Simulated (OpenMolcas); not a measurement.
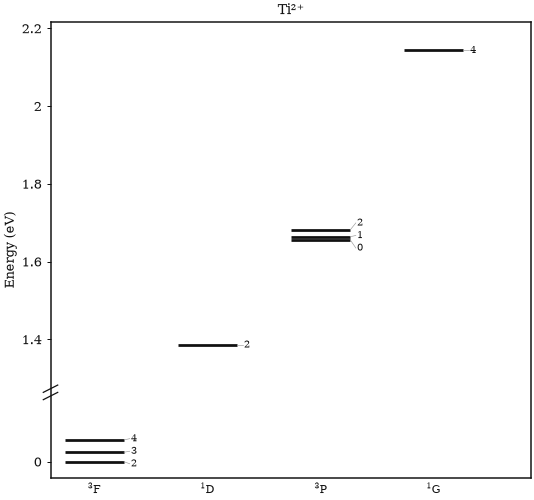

**Figure 1.** Level diagram of Ti III (Ti²⁺). The lowest level is 3d² ³F₂. The first excited level, 3d² ³F₃, lies at 0.0244 eV. The ground term spreads over 0.0563 eV in the order J = 2, 3, 4, a normal multiplet. All levels drawn have even parity, so no electric dipole line joins them. The leading LS term holds 100 % of a level on average. The ground level has g = 0.666. Spin-orbit coupling puts the ground level 0.0324 eV below the lowest spin-free term.

```csv
Configuration,Level,E (eV)
3d²,³F₂,0
3d²,³F₃,0.02443
3d²,³F₄,0.05630
3d²,¹D₂,1.386
3d²,³P₀,1.656
3d²,³P₁,1.664
3d²,³P₂,1.682
3d²,¹G₄,2.143
```

Multiconfigurational calculation for Ti²⁺

- system: Ti²⁺.
- method: state-averaged CASSCF, active space 2 electrons in the shells 3d 4d, basis ANO-L-VDZP, non-relativistic scalar Hamiltonian, spin-orbit coupling by RASSI with atomic mean-field integrals (OpenMolcas)

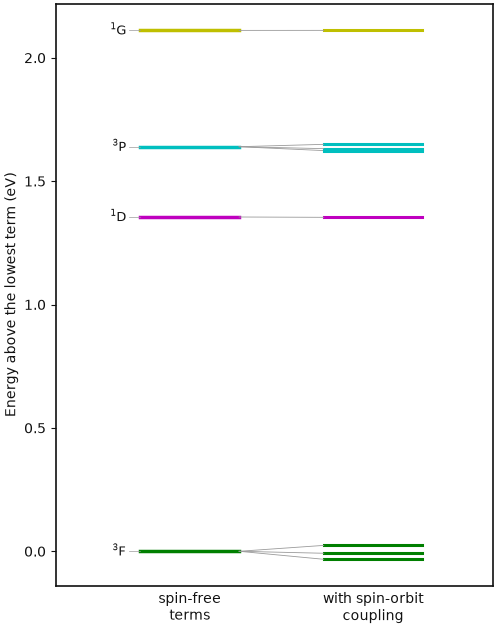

**Figure 2.** Terms of Ti III (Ti²⁺) without and with spin-orbit coupling; the J values are left off. ³F (at 0) splits over 0.0563 eV into J = 2, 3, 4 from the bottom up (normal); ¹D (at 1.35 eV) gives the one level J = 2; ³P (at 1.64 eV) splits over 0.0253 eV into J = 0, 1, 2 from the bottom up (normal); ¹G (at 2.11 eV) gives the one level J = 4. The ground level lies 0.0324 eV below the lowest term.

These pictures come from the run below.

## Input file
```
&GATEWAY
Coord
1

Ti 0.0 0.0 0.0
Basis=ANO-L-VDZP
Group=XYZ
NoMove
AngMom=0.0 0.0 0.0
AMFI
&SEWARD
&RASSCF
FileOrb=start.orb
Symmetry=1
Spin=3
nActEl=2 0 0
Inactive=3 6
Ras2=5 0
CIRoot=10 10 1
SDav=10
CIMx=300
Iter=120 100
PrWF=0.3
OrbListing=Nothing
MaxOrb=0
Atom
>>> COPY $Project.JobIph JOBPRE
&RASSCF
FileOrb=start.orb
Symmetry=1
Spin=3
nActEl=2 0 0
Inactive=3 6
Ras2=10 0
CIRoot=10 10 1
SDav=45
CIMx=300
Iter=120 100
PrWF=0.3
OrbListing=Nothing
MaxOrb=0
Atom
>>> COPY $Project.JobIph JOB001
&RASSCF
FileOrb=start.orb
Symmetry=1
Spin=1
nActEl=2 0 0
Inactive=3 6
Ras2=10 0
CIRoot=14 14 1
SDav=55
CIMx=300
Iter=120 100
PrWF=0.3
OrbListing=Nothing
MaxOrb=0
Atom
>>> COPY $Project.JobIph JOB002
&RASSI
NrOfJobIphs=2 10 14
1 2 3 4 5 6 7 8 9 10
1 2 3 4 5 6 7 8 9 10 11 12 13 14
IphNames
JOB001
JOB002
EJob
SpinOrbit
DIPRint=1.0
SOCoupling=1000.0
Subsets=2
MEES
Property=10
'ANGMOM' 1 'ANGMOM' 2 'ANGMOM' 3 'MLTPL  1' 1 'MLTPL  1' 2 'MLTPL  1' 3
'AMFI' 1 'AMFI' 2 'AMFI' 3 'MLTPL  2' 6
SOProperty=3
'ANGMOM' 1 'ANGMOM' 2 'ANGMOM' 3
```

The file start.orb holds starting orbitals from an earlier step. A driver script formed the levels outside the program, from RASSI's spin-orbit matrix and the active-space energies, averaged over the components of each term or state.

Command:
```bash
OMP_NUM_THREADS=1 MOLCAS_MEM=2252 MOLCAS_PROJECT=a pymolcas a.inp > a.log  # once for each step of the input, in one work folder
```

## Log (extracts)
```
--- SEWARD ---
Basis set label: TI.ANO-L...5S4P2D1F.

      Electronic valence basis set:
      ------------------
      Associated Effective Charge  22.000000 au
      Associated Actual Charge     22.000000 au
      Nuclear Model: Point charge

      Shell  nPrim  nBasis  Cartesian Spherical Contaminant
         s      21       5        X
         p      15       4        X
         d      10       2                 X
         f       6       1                 X
                  Atomic mean-field integrals
--- RASSCF ---
Wave function specifications:
      -----------------------------

      Number of closed shell electrons          18
      Number of electrons in active shells       2
      Max number of holes in RAS1 space          0
      Max nr of electrons in RAS3 space          0
      Number of inactive orbitals                9
      Number of active orbitals                 10
      Number of secondary orbitals              15
      Spin quantum number                      1.0
      State symmetry                             1
Orbital specifications:
      -----------------------

      Symmetry species                           1   2
                                                ag  au
      Frozen orbitals                            0   0
      Inactive orbitals                          3   6
      Active orbitals                           10   0
      RAS1 orbitals                              0   0
      RAS2 orbitals                             10   0
      RAS3 orbitals                              0   0
      Secondary orbitals                         2  13
      Deleted orbitals                           0   0
      Number of basis functions                 15  19
      Number of CSFs                            45
      Number of root(s) required                10
      Iter CI   SX   CI       RASSCF       Energy    max ROT     max BLB   max BLB  Level Ln srch  Step   QN
          iter iter root      energy       change     param      element    value   shift minimum  type update
 Nr of preliminary CI iterations:   1
        1   1    3    0  -847.71166290    0.00E+00  -9.95E-05    6  10 2 -4.70E-04*  0.00   0.00    SX    NO
        2   1    3    0  -847.71166319   -2.99E-07*  4.77E-06    3  14 1  2.45E-05   0.00   0.00    SX    NO
        3   1    3    0  -847.71166320   -8.89E-10   2.52E-06    6  10 2 -1.14E-05   0.00   0.00    SX    NO
        4   1    2    0  -847.71166320   -2.23E-10   2.12E-07    3  14 1  1.09E-06   0.00   0.00    SX    NO
      Convergence after  4 iterations
        5   1    2    0  -847.71166320   -1.59E-12   2.12E-07    3  14 1  3.34E-07   0.00   0.00    SX    NO
      Natural orbitals and occupation numbers for root  1
      sym 1:   0.830981   0.168755  -0.000000   0.168755   0.830981   0.000220   0.000045   0.000220   0.000000   0.000045
      Natural orbitals and occupation numbers for root  2
      sym 1:  -0.000000   0.739823   0.739823   0.259913   0.259913   0.000069   0.000196   0.000069  -0.000000   0.000196
      Natural orbitals and occupation numbers for root  3
      sym 1:   0.171303  -0.000000   0.171303   0.828432   0.828432   0.000045  -0.000000   0.000219   0.000219   0.000045
::    RASSCF root number  1 Total energy:   -847.72973908
::    RASSCF root number  2 Total energy:   -847.72973908
::    RASSCF root number  3 Total energy:   -847.72973908
::    RASSCF root number  4 Total energy:   -847.72973908
::    RASSCF root number  5 Total energy:   -847.72973908
::    RASSCF root number  6 Total energy:   -847.72973908
::    RASSCF root number  7 Total energy:   -847.72973908
::    RASSCF root number  8 Total energy:   -847.66948614
::    RASSCF root number  9 Total energy:   -847.66948614
::    RASSCF root number 10 Total energy:   -847.66948614
--- RASSCF ---
Wave function specifications:
      -----------------------------

      Number of closed shell electrons          18
      Number of electrons in active shells       2
      Max number of holes in RAS1 space          0
      Max nr of electrons in RAS3 space          0
      Number of inactive orbitals                9
      Number of active orbitals                 10
      Number of secondary orbitals              15
      Spin quantum number                      0.0
      State symmetry                             1
Orbital specifications:
      -----------------------

      Symmetry species                           1   2
                                                ag  au
      Frozen orbitals                            0   0
      Inactive orbitals                          3   6
      Active orbitals                           10   0
      RAS1 orbitals                              0   0
      RAS2 orbitals                             10   0
      RAS3 orbitals                              0   0
      Secondary orbitals                         2  13
      Deleted orbitals                           0   0
      Number of basis functions                 15  19
      Number of CSFs                            55
      Number of root(s) required                14
      Iter CI   SX   CI       RASSCF       Energy    max ROT     max BLB   max BLB  Level Ln srch  Step   QN
          iter iter root      energy       change     param      element    value   shift minimum  type update
 Nr of preliminary CI iterations:   1
        1   1    4    0  -847.66207707    0.00E+00   6.09E-04    6  10 2 -2.88E-03*  0.00   0.00    SX    NO
        2   1    3    0  -847.66208821   -1.11E-05*  2.78E-05    3  14 1  1.51E-04*  0.00   0.00    SX    NO
        3   1    3    0  -847.66208824   -3.48E-08* -1.71E-05    6  10 2 -7.98E-05   0.00   0.00    SX    NO
        4   1    3    0  -847.66208825   -1.07E-08*  1.45E-06    3  14 1  7.48E-06   0.00   0.00    SX    NO
        5   1    2    0  -847.66208825   -8.07E-11  -1.11E-06    3  14 1  2.46E-06   0.00   1.21    QN   YES
      Convergence after  5 iterations
        6   1    2    0  -847.66208825   -5.12E-12  -1.11E-06    3  14 1 -1.95E-06   0.00   1.21    QN   YES
      Natural orbitals and occupation numbers for root  1
      sym 1:   0.571138   0.000001   0.427762   0.428944   0.571138   0.000291   0.000218   0.000291   0.000218   0.000000
      Natural orbitals and occupation numbers for root  2
      sym 1:   0.037193   0.571138   0.571138   0.287715   0.531799   0.000291   0.000019   0.000146   0.000271   0.000291
      Natural orbitals and occupation numbers for root  3
      sym 1:   0.569739   0.571138   0.119034   0.167934   0.571138   0.000290   0.000061   0.000291   0.000085   0.000291
::    RASSCF root number  1 Total energy:   -847.67995357
::    RASSCF root number  2 Total energy:   -847.67995357
::    RASSCF root number  3 Total energy:   -847.67995357
::    RASSCF root number  4 Total energy:   -847.67995357
::    RASSCF root number  5 Total energy:   -847.67995357
::    RASSCF root number  6 Total energy:   -847.65216307
::    RASSCF root number  7 Total energy:   -847.65216307
::    RASSCF root number  8 Total energy:   -847.65216307
::    RASSCF root number  9 Total energy:   -847.65216307
::    RASSCF root number 10 Total energy:   -847.65216307
::    RASSCF root number 11 Total energy:   -847.65216307
::    RASSCF root number 12 Total energy:   -847.65216307
::    RASSCF root number 13 Total energy:   -847.65216307
::    RASSCF root number 14 Total energy:   -847.65216307
--- RASSI ---
SPIN-FREE ENERGIES:
  (Shifted by EMIN (a.u.) =       -847.7297390776)

 SF State       Relative EMIN(au)   Rel lowest level(eV)    D:o, cm**(-1)      L_eff

     1             0.0000000000        0.0000000000              0.0000         3.0
     2             0.0000000000        0.0000000000              0.0000         3.0
     3             0.0000000000        0.0000000000              0.0000         3.0
     4             0.0000000000        0.0000000000              0.0000         3.0
     5             0.0000000000        0.0000000000              0.0000         3.0
     6             0.0000000000        0.0000000000              0.0000         3.0
     7             0.0000000000        0.0000000000              0.0000         3.0
    11             0.0497855064        1.3547326435          10926.6557         2.0
    12             0.0497855064        1.3547326435          10926.6557         2.0
    13             0.0497855064        1.3547326435          10926.6557         2.0
    14             0.0497855064        1.3547326435          10926.6557         2.0
    15             0.0497855064        1.3547326435          10926.6557         2.0
    10             0.0602529397        1.6395660152          13223.9917         1.0
     8             0.0602529397        1.6395660152          13223.9917         1.0
     9             0.0602529397        1.6395660152          13223.9917         1.0
    16             0.0775760040        2.1109506092          17025.9649         4.0
    17             0.0775760040        2.1109506092          17025.9649         4.0
    18             0.0775760040        2.1109506092          17025.9649         4.0
    19             0.0775760040        2.1109506092          17025.9649         4.0
    20             0.0775760040        2.1109506092          17025.9649         4.0
    21             0.0775760040        2.1109506092          17025.9649         4.0
    22             0.0775760040        2.1109506092          17025.9649         4.0
    23             0.0775760040        2.1109506092          17025.9649         4.0
    24             0.0775760040        2.1109506092          17025.9649         4.0
     Dipole printing threshold changed to   1.00000000E+00
Eigenvalues of complex Hamiltonian:
   -----------------------------------
  (Shifted by EMIN (a.u.) =       -847.7297390776)

 SO State       Relative EMIN(au)   Rel lowest level(eV)    D:o, cm**(-1)     J-value

     1            -0.0011916190        0.0000000000              0.0000         1.6
     2            -0.0011916190        0.0000000000              0.0000         1.6
     3            -0.0011916190        0.0000000000              0.0000         1.4
     4            -0.0011916190        0.0000000000              0.0000         1.6
     5            -0.0011916190        0.0000000000              0.0000         1.6
     6            -0.0002939076        0.0244279705            197.0249         1.4
     7            -0.0002939076        0.0244279705            197.0249         2.6
     8            -0.0002939076        0.0244279705            197.0249         2.7
     9            -0.0002939076        0.0244279705            197.0249         2.6
    10            -0.0002939076        0.0244279705            197.0249         2.2
    11            -0.0002939076        0.0244279705            197.0249         2.6
    12            -0.0002939076        0.0244279705            197.0249         2.4
    13             0.0008773423        0.0562993048            454.0845         2.6
    14             0.0008773423        0.0562993048            454.0845         3.4
    15             0.0008773423        0.0562993048            454.0845         3.4
    16             0.0008773423        0.0562993048            454.0845         3.7
    17             0.0008773423        0.0562993048            454.0845         3.2
    18             0.0008773423        0.0562993048            454.0845         2.4
    19             0.0008773423        0.0562993048            454.0845         3.5
    20             0.0008773423        0.0562993048            454.0845         3.2
    21             0.0008773423        0.0562993048            454.0845         3.0
    22             0.0497367302        1.3858309798          11177.4807         1.7
    23             0.0497367302        1.3858309798          11177.4807         1.7
    24             0.0497367302        1.3858309798          11177.4807         1.8
    25             0.0497367302        1.3858309798          11177.4807         1.3
    26             0.0497367302        1.3858309798          11177.4807         1.2
    27             0.0596761511        1.6562964013          13358.9314         0.0
    28             0.0599645454        1.6641440105          13422.2266         0.7
    29             0.0599645454        1.6641440105          13422.2266         0.9
    30             0.0599645454        1.6641440105          13422.2266         0.7
    31             0.0606060987        1.6816015659          13563.0313         1.4
    32             0.0606060987        1.6816015659          13563.0313         1.9
    33             0.0606060987        1.6816015659          13563.0313         1.7
    34             0.0606060987        1.6816015659          13563.0313         1.8
    35             0.0606060987        1.6816015659          13563.0313         1.0
    36             0.0775803846        2.1434954148          17288.4564         3.6
    37             0.0775803846        2.1434954148          17288.4564         3.0
    38             0.0775803846        2.1434954148          17288.4564         3.4
    39             0.0775803846        2.1434954148          17288.4564         2.1
    40             0.0775803846        2.1434954148          17288.4564         3.2
    41             0.0775803846        2.1434954148          17288.4564         3.1
Weights of the five most important spin-orbit-free states for each spin-orbit state.

 SO State  Total energy (au)           Spin-free states, spin, and weights
 -------------------------------------------------------------------------------------------------------
    1        -0.001192       6 1.0  0.2507    4 1.0  0.2341    5 1.0  0.1180    2 1.0  0.1164    1 1.0  0.1164
    2        -0.001192       3 1.0  0.2328    4 1.0  0.2240    5 1.0  0.1640    6 1.0  0.1413    2 1.0  0.0926
    3        -0.001192       2 1.0  0.2660    5 1.0  0.1854    6 1.0  0.1819    7 1.0  0.1218    4 1.0  0.1008
    4        -0.001192       2 1.0  0.1921    5 1.0  0.1809    1 1.0  0.1730    7 1.0  0.1710    3 1.0  0.1160
    5        -0.001192       1 1.0  0.2997    3 1.0  0.2336    7 1.0  0.2251    4 1.0  0.0819    5 1.0  0.0657
    6        -0.000294       7 1.0  0.4029    6 1.0  0.1988    5 1.0  0.1103    3 1.0  0.0975    1 1.0  0.0801
    7        -0.000294       2 1.0  0.3256    1 1.0  0.1882    5 1.0  0.1267    3 1.0  0.1091    6 1.0  0.1065
    8        -0.000294       7 1.0  0.3295    6 1.0  0.2016    5 1.0  0.1768    3 1.0  0.1460    2 1.0  0.0631
    9        -0.000294       5 1.0  0.3480    6 1.0  0.1728    3 1.0  0.1409    2 1.0  0.1110    7 1.0  0.0852
   10        -0.000294       2 1.0  0.2420    3 1.0  0.2420    1 1.0  0.1913    6 1.0  0.1431    5 1.0  0.0706
   11        -0.000294       4 1.0  0.4862    1 1.0  0.1488    3 1.0  0.1189    5 1.0  0.1167    2 1.0  0.0665
   12        -0.000294       1 1.0  0.2905    4 1.0  0.2240    3 1.0  0.1457    6 1.0  0.1450    2 1.0  0.1316
```

## Summary

- outcome: converged
- lowest level: 3d² ³F₂
- first excited level: 3d² ³F₃, 197 cm⁻¹ (measured: 185)
- energy of the lowest spin-free term: −847.72974 hartree
- energy of the lowest spin-orbit level: −847.73093 hartree
- largest spread among components of a term: 0.0 cm⁻¹
- hardware: 1 thread of Intel Xeon (Sapphire Rapids), 360 GiB of memory available, shared host
- wall time: 13 s

## Notes

Against measured levels the run misses widely: 3d2 1D J = 2 comes out at 11,177 cm⁻¹ where 8,474 cm⁻¹ is measured. Without dynamic correlation the splittings between terms come out too large, often by 20 to 50 %. Caveats: extra active shells serve correlation only, their own levels not computed; only configurations of the active space are included; spin-free states above about 41,000 cm⁻¹ are left out of the spin-orbit step.
